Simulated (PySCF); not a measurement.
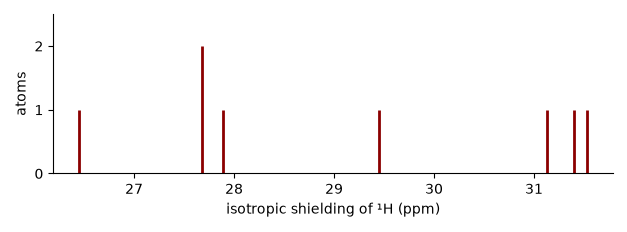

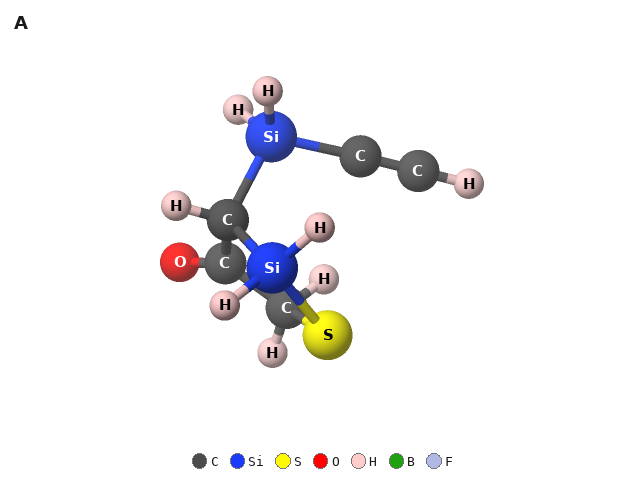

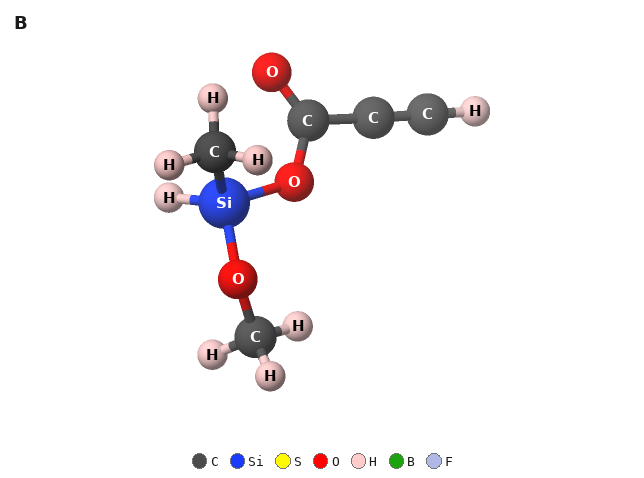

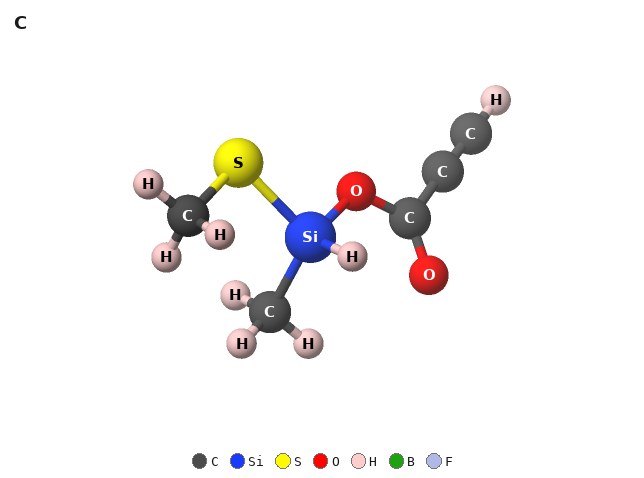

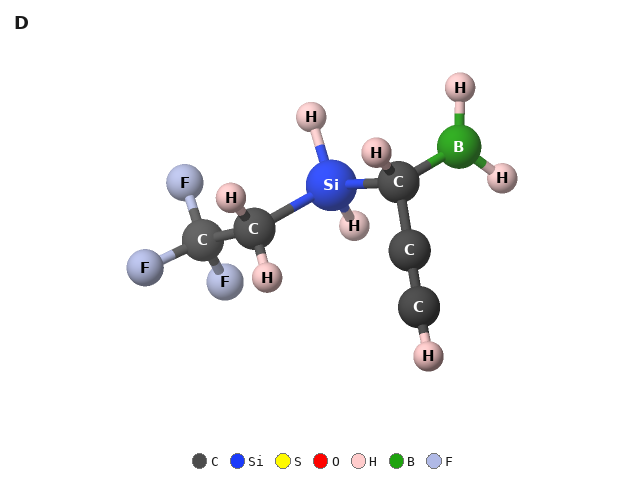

The sticks are computed shieldings of one of the molecules, for one fixed geometry (GFN2-xTB) without averaging over rotations. Low shielding means a high chemical shift. Method: GIAO PBE0/pcSseg-1 NMR shielding, non-relativistic, gas phase (PySCF 2.14.0).

> Which molecule gives this pattern?

B, `C#CC(=O)O[Si@H](C)OC`. Its 8 H atoms give lines at 26.45, 27.68 (2 atoms), 27.89, 29.45, 31.13, 31.40, 31.53 ppm.

The geometry is semi-empirical. Around B, Si such bond lengths and angles can be off by a tenth of an ångström or more and by several degrees, and values that hang on the shape move with them.
